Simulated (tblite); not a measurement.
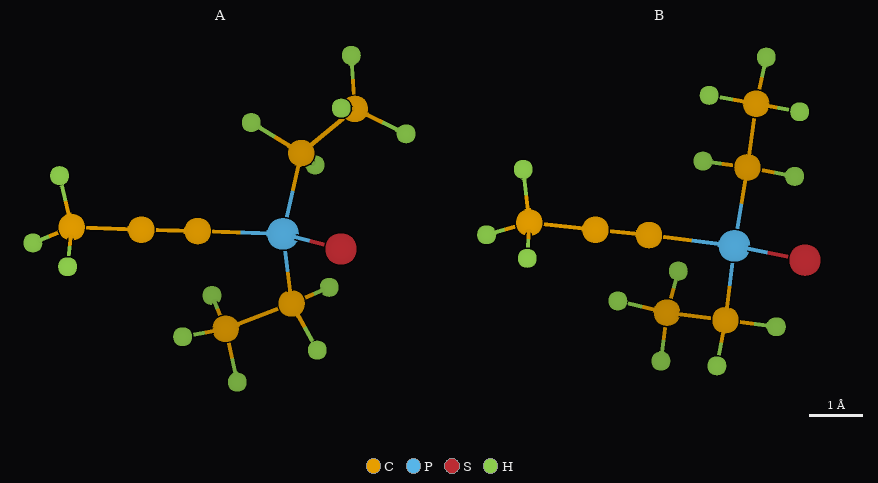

Two geometries of C₇H₁₃PS, drawn at one scale. One is the start of a relaxation, the other its converged end. Style: ball-and-stick. Shown at a tilt.

Level of theory: tblite 0.8.0, GFN2-xTB geometry optimisation, gas phase. 

> Which one is relaxed?

Structure B is the relaxed one. An H atom moves most after the best rigid fit: 1.45 Å. Largest moves by element: H 1.45 Å, C 0.73 Å, S 0.54 Å, P 0.34 Å. Among the contacts that change: P–S 1.747 → 1.940 Å, C–P 1.778 → 1.847 Å, C–P 1.804 → 1.849 Å, C–H 1.131 → 1.088 Å. Among the angles between lasting bonds that change: C–C–P 179.3° → 169.3°, C–P–C 112.1° → 103.3°, C–P–S 105.9° → 114.2°. Groups turn about C–P by about 50°, C–P by about 35°. Over 199 geometry steps the energy falls by 169.6 kJ/mol. Cost: 1.9 s on 1 thread of Arm Neoverse V1, on a shared host.
